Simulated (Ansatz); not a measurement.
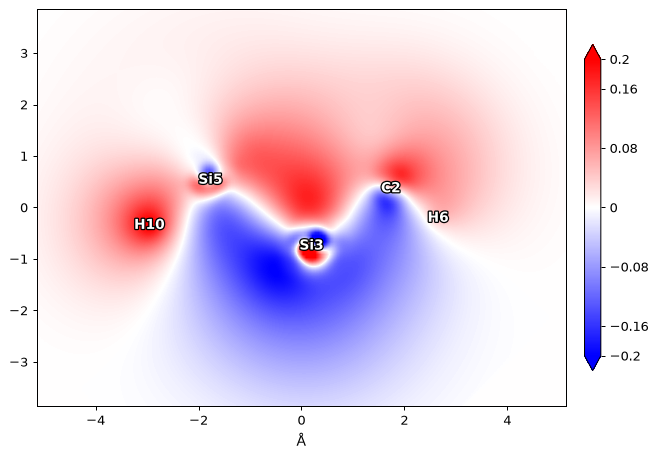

Figure 1: CH6F2Si2 (SMILES FC[SiH](F)[SiH3]). The LUMO on the plane of atoms C2, Si3 and Si5 (values in Å⁻³ᐟ²; the overall sign is arbitrary).

Geometry: PBE0-D4/def2-TZVP.

Level of theory: RKS PBE0-D4/def2-TZVPP in Ansatz 0.2.0.

```json
{"atom": "F", "x (Å)": "-2.1273", "y (Å)": "-0.0608", "z (Å)": "-0.6668"}
{"atom": "C", "x (Å)": "-1.4212", "y (Å)": "0.9719", "z (Å)": "-0.0524"}
{"atom": "Si", "x (Å)": "0.4258", "y (Å)": "0.6781", "z (Å)": "-0.3534"}
{"atom": "F", "x (Å)": "1.2115", "y (Å)": "1.8000", "z (Å)": "0.4904"}
{"atom": "Si", "x (Å)": "1.0652", "y (Å)": "-1.4637", "z (Å)": "0.3522"}
{"atom": "H", "x (Å)": "-1.7638", "y (Å)": "1.9219", "z (Å)": "-0.4747"}
{"atom": "H", "x (Å)": "-1.6633", "y (Å)": "0.9691", "z (Å)": "1.0153"}
{"atom": "H", "x (Å)": "0.7343", "y (Å)": "0.8981", "z (Å)": "-1.7910"}
{"atom": "H", "x (Å)": "0.4294", "y (Å)": "-2.4798", "z (Å)": "-0.5265"}
{"atom": "H", "x (Å)": "2.5433", "y (Å)": "-1.6036", "z (Å)": "0.2703"}
{"atom": "H", "x (Å)": "0.6316", "y (Å)": "-1.6884", "z (Å)": "1.7571"}
```

Q: Describe this orbital and give its energy.

A: By Hirshfeld shares it lies mainly on Si3 (about 40 %), Si5 (about 20 %), C2 (about 10 %) and F4 (about 10 %). Its energy is −0.72 eV.
